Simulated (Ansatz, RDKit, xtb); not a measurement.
**C3H5FO: ranking a sample of isomers**

A sample of isomers of C3H5FO is drawn. Aim: find which of them has the lowest free energy at 298.15 K, then its properties. The sample is small against all isomers, and the most stable one of this formula need not be in it.

The funnel: GFN2-xTB relaxations, single points with a density functional, relaxations at PBE0-D3(BJ)/def2-SVP, harmonic vibrations, and a last energy at a higher level. All values are calculated.

**1. Candidates**

Isomers were taken from a list of plausible structures; this is a sample, not all of them. That gives 3 candidates.

```
label             SMILES     spin
 c449   O[C@@H]1C[C@H]1F  singlet
 c528  O[C@@H]1C[C@@H]1F  singlet
 c561          OC1(F)CC1  singlet
```

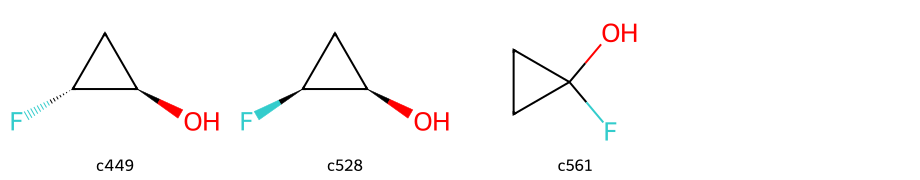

Structural formulas of the candidates.

Candidates are built by distance geometry, with a force field where one applies, in up to four conformers (letters a to d).

**Question.** With final energies at CCSD(T)/def2-SVP + MP2/def2-TZVPP - MP2/def2-SVP, which structure will this search put lowest in free energy, and by what margin?

| quantity | value |
| --- | --- |
| lowest structure found | OC1(F)CC1, singlet, C1 |
| next finalist | O[C@@H]1C[C@H]1F, singlet, 8.7 kcal/mol higher in G |
| share at equilibrium, among the finalists | 100.0 % |
| harmonic wavenumbers, lowest and highest (PBE0-D3(BJ)/def2-SVP) | 327 and 3847 cm⁻¹ |
| rotational constants, same geometry | 0.2382, 0.1876, 0.1425 cm⁻¹ |

The lowest structure found is `OC1(F)CC1`. The margin of 8.7 kcal/mol over the next finalist is beyond the usual error of the last level; it says nothing of structures that weren't ranked. GFN2-xTB, HF/STO-3G, r2SCAN-D4/def2-SVP, PBE0-D3(BJ)/def2-SVP, HF/def2-SVP and MP2/def2-SVP already put its bonding pattern lowest among the structures in one piece. Lowest found is not proven lowest: the search is finite, and each finalist counts with one conformer. Only 3 drawn patterns were tried, so whole families of isomers are missing, and the result ranks this sample alone.
